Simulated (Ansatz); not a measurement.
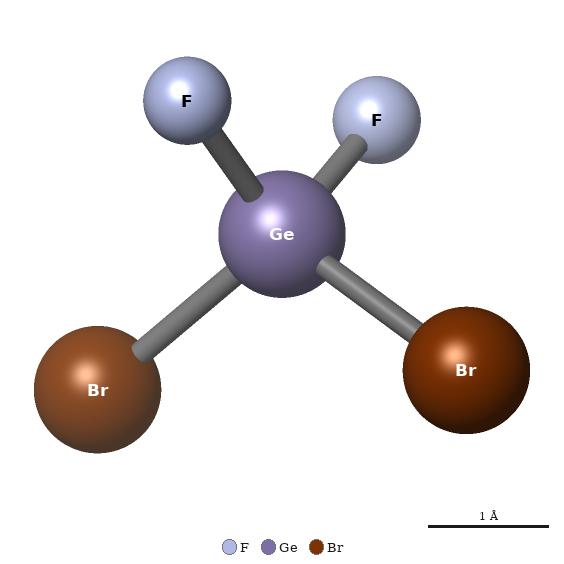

A ball-and-stick model of a molecule. Every bond is drawn as one stick, whatever its order.

The geometry was computed by an optimisation with PBE0-D4/def2-TZVP.

> Give the formula.

GeBr2F2, 5 atoms: 1 germanium, 2 bromine and 2 fluorine.

> How many sets of symmetry-equivalent atoms are there?

3: 2 F, 1 Ge, 2 Br.

> Give a SMILES string for it.

[F][Ge]([F])([Br])[Br]

> Count the bonded pairs by element.

2 F–Ge, 2 Br–Ge.

More results for the same structure follow; atom numbers are the same in all pictures, views and colours differ.

### Shape

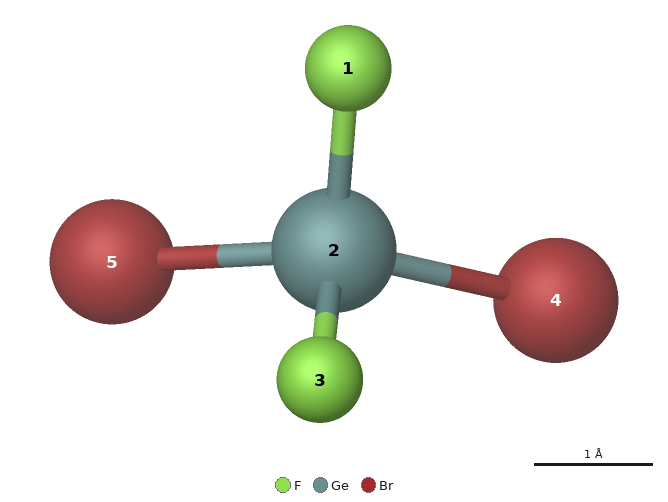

Numbered structure.

List the bonds and their lengths.

```csv
bond,length (Å)
F1–Ge2,1.709
Ge2–F3,1.709
Ge2–Br4,2.253
Ge2–Br5,2.253
```

### Vibrations

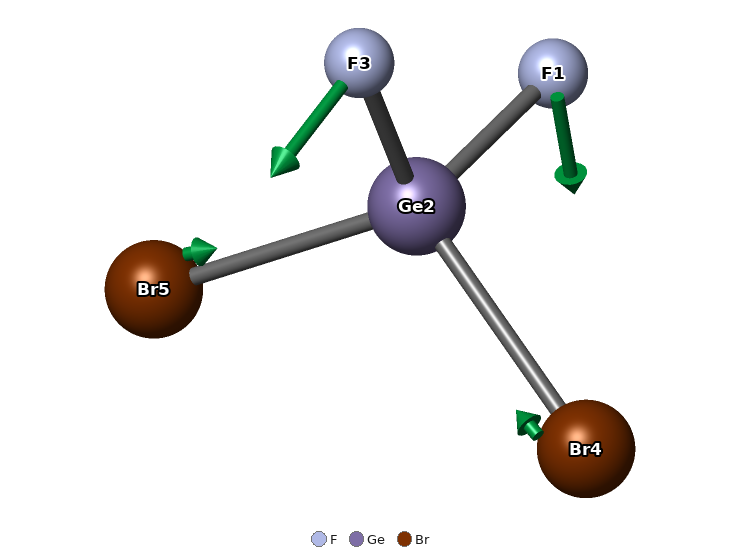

The arrows show one normal mode. Harmonic vibrations computed with RKS PBE0-D4/def2-TZVP (Ansatz 0.2.0) at a stationary point of the same level.

> Estimate its harmonic wavenumber.

226 cm⁻¹; it is mode 5 of 9 counted from the lowest.

### Charges

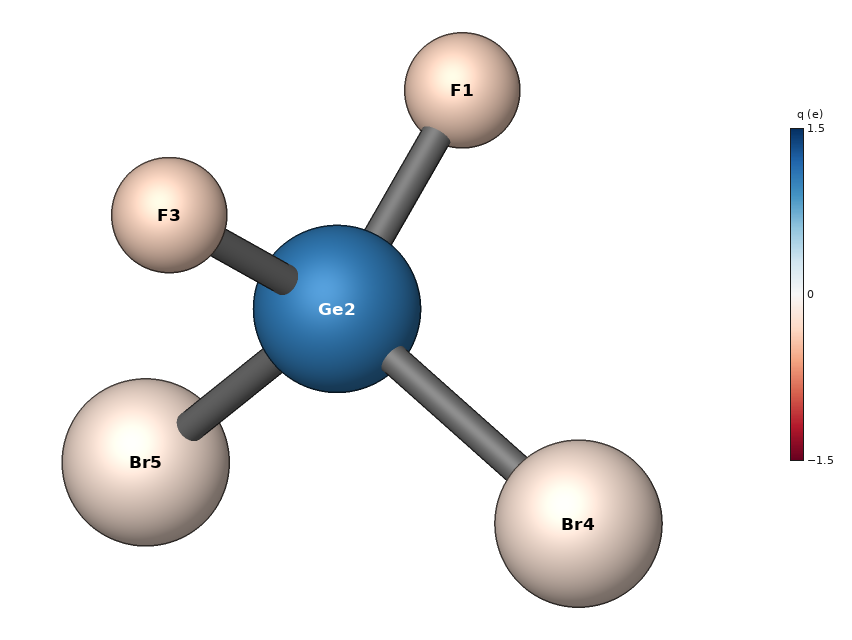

Atoms are coloured by their Mulliken charges. Level of theory: RKS PBE0-D4/def2-TZVP (Ansatz 0.2.0).

Give the Mulliken charges atom by atom.

| atom | value (e) |
| --- | --- |
| F1 | −0.33 |
| Ge2 | 1.06 |
| F3 | −0.33 |
| Br4 | −0.20 |
| Br5 | −0.20 |

### Dipole moment

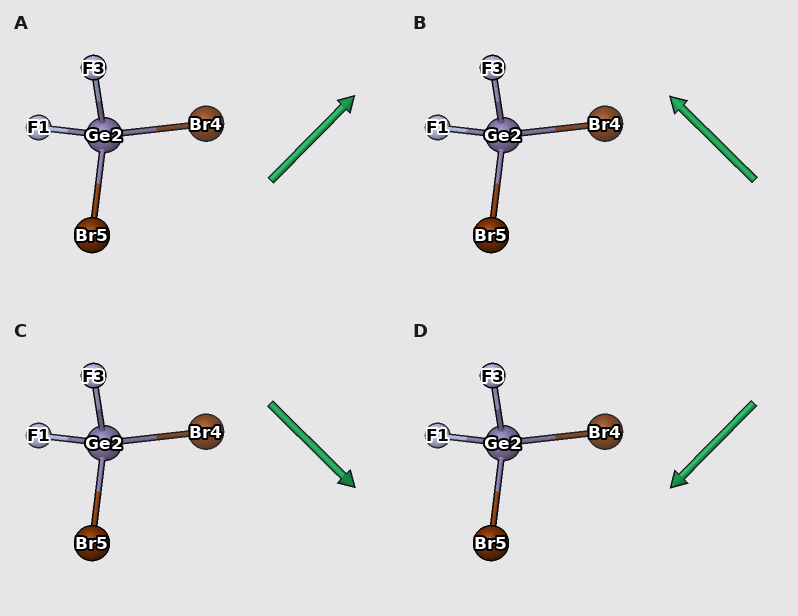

The same molecule four times, each with an arrow. Method: RKS B3LYP-D4/def2-TZVPP (Ansatz 0.2.0).

> Which arrow points along the dipole moment, from the negative to the positive end?

C. The dipole moment is 1.60 D; it points from the side of F1, F3 to the side of Br4, Br5 (the outermost atoms at the two ends).

Mulliken values depend strongly on the basis set and can even reverse the polarity of a bond.
